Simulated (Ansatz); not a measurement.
# BLYP/aug-cc-pVTZ run of HOF (hypofluorous acid)

Aim: the electronic atomisation energy of HOF (hypofluorous acid) at BLYP/aug-cc-pVTZ, from 4 runs. 

Program for the calculation: Ansatz 0.2.0.

48 further runs of the same task are left out: 48 set aside as unsound or not needed.

**1. The system as given**

The species is HOF (3 atoms), meant as a singlet with charge 0. As SMILES, `OF`. The shape is that of a PBE0-D4/def2-TZVP optimisation.

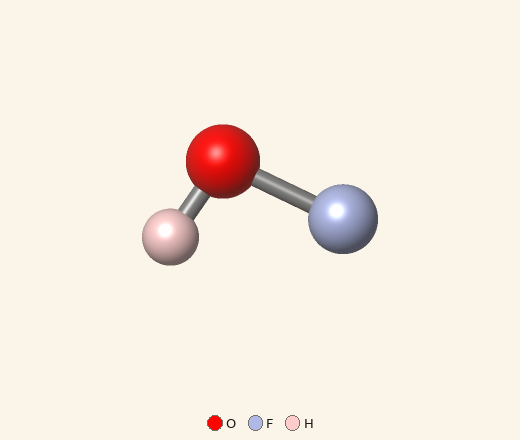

The structure, seen from a chosen angle (oxygen red, fluorine light blue, hydrogen pink).

**2. The energy at BLYP/aug-cc-pVTZ**

The input, input.yaml:

```yaml
basis:
  gaussian: {orbitals: aug-cc-pVTZ}
crystal:
  periodic: [false, false, false]
  atoms:
    - {symbol: O, position_ang: [0.430590, -0.210340, 0.216330]}
    - {symbol: F, position_ang: [-0.221910, 1.014620, -0.010980]}
    - {symbol: H, position_ang: [-0.208690, -0.804280, -0.205350]}
hamiltonian: {xc: {name: BLYP}}
accuracy: high
output: {orbitals: {seedname: orbitals}}
```

Started as:

```bash
$ ansatz run input.yaml --threads 1 --pin off --max-ram 3480MiB --events-out events.jsonl --progress --plain --runs-dir runs
```

Output:

```text
Warning: RAYON_NUM_THREADS=1 ignored (pool sized by the plan → 1); use --threads N
Functional definition: BLYP
  name "BLYP"
  parameter beta = 0.0042
  parameter a = 0.04918
  parameter b = 0.132
  parameter c = 0.2533
  parameter d = 0.349
  exchange = b88_x(beta = beta)
  correlation = lyp_c(a = a, b = b, c = c, d = d)
1764 factors; integrals over basis functions are off by at most 3.3e-9 eV
mean field evaluation 1: about -4776.0175 eV, gradient 4.0e1 eV
mean field evaluation 2: about -4767.3199 eV, gradient 7.9e1 eV
mean field evaluation 4: about -4778.3770 eV, gradient 5.1e0 eV
mean field evaluation 8: about -4778.4182 eV, gradient 1.3e-1 eV
mean field evaluation 16: about -4778.4182 eV, gradient 1.9e-6 eV
mean field -4778.41821245 eV, -175.6036303794 hartree, gradient 3.7e-8 eV, S^2 0.000000; 0 other end points of the search recorded, 0 dependent functions left out
reference -4778.41825369 eV, -175.6036318947 hartree; 9, 9 occupied and 106, 106 virtual orbitals, 1764 factors
Total energy: -4778.41825369 eV, -175.6036318947 hartree
```

It took 3.6 s on 1 thread of Arm Neoverse V2, shared host; peak memory 0.24 GiB.

**3. The F atom at the same level**

The input, in.yaml:

```yaml
basis:
  gaussian: {orbitals: aug-cc-pVTZ}
crystal:
  periodic: [false, false, false]
  atoms:
    - {symbol: F, position_ang: [0.000000, 0.000000, 0.000000]}
magnetization: {spin_polarized: true, initial_magnetization: 1}
hamiltonian: {xc: {name: BLYP}}
accuracy: high
```

Run the same way, it converges to -99.75739 Eh (log not shown).

**4. The H atom, same level**

The input, input.yaml:

```yaml
crystal:
  periodic: [false, false, false]
  atoms:
    - {symbol: H, position_ang: [0.000000, 0.000000, 0.000000]}
basis:
  gaussian:
    orbitals: aug-cc-pVTZ
accuracy: high
hamiltonian:
  xc: {name: BLYP}
magnetization:
  spin_polarized: true
  initial_magnetization: 1
```

Run the same way, it converges to -0.49772 Eh (log not shown).

**5. The O atom**

The input, molecule.yaml:

```yaml
crystal:
  periodic: [false, false, false]
  atoms:
    - {symbol: O, position_ang: [0.000000, 0.000000, 0.000000]}
basis:
  gaussian: {orbitals: aug-cc-pVTZ}
total_charge: 0
magnetization: {spin_polarized: true, initial_magnetization: 2}
hamiltonian: {xc: {name: BLYP}}
accuracy: high
```

Started as:

```bash
$ ansatz run molecule.yaml --threads 1 --pin off --max-ram 3480MiB --events-out events.jsonl --progress --plain --runs-dir runs
```

Output:

```text
Warning: RAYON_NUM_THREADS=1 ignored (pool sized by the plan → 1); use --threads N
Functional definition: BLYP
  name "BLYP"
  parameter beta = 0.0042
  parameter a = 0.04918
  parameter b = 0.132
  parameter c = 0.2533
  parameter d = 0.349
  exchange = b88_x(beta = beta)
  correlation = lyp_c(a = a, b = b, c = c, d = d)
490 factors; integrals over basis functions are off by at most 2.0e-9 eV
mean field evaluation 1: about -2042.7838 eV, gradient 1.1e1 eV
mean field evaluation 2: about -2042.6777 eV, gradient 1.2e1 eV
mean field evaluation 4: about -2043.1238 eV, gradient 2.9e-2 eV
mean field evaluation 8: about -2043.1239 eV, gradient 4.1e-4 eV
mean field evaluation 16: about -2043.1224 eV, gradient 2.3e-1 eV
mean field evaluation 32: about -2043.1239 eV, gradient 1.4e-8 eV
mean field -2043.12386198 eV, -75.0834170487 hartree, gradient 1.4e-8 eV, S^2 2.003389; 4 other end points of the search recorded, 0 dependent functions left out
reference -2043.12389570 eV, -75.0834182878 hartree; 5, 3 occupied and 41, 43 virtual orbitals, 490 factors
Total energy: -2043.12389570 eV, -75.0834182878 hartree
```

Wall time 1.2 s (1 thread of Arm Neoverse V2, shared host).

**6. Results**

Level: BLYP/aug-cc-pVTZ.

| quantity | value |
| --- | --- |
| molecule: total energy | -175.60363 Eh |
| molecule: HOMO energy | -7.20 eV |
| molecule: LUMO energy | -2.84 eV |
| molecule: HOMO–LUMO gap | 4.36 eV |
| F atom: total energy | -99.75739 Eh |
| F atom: ⟨S²⟩ | 0.751 |
| H atom: total energy | -0.49772 Eh |
| H atom: ⟨S²⟩ | 0.750 |
| O atom: total energy | -75.08342 Eh |
| O atom: ⟨S²⟩ | 2.003 |
| electronic atomisation energy | 7.214 eV |

In words: Taking the molecule apart into free atoms costs 7.21 eV (696 kJ/mol), before zero-point energy and without spin-orbit coupling.
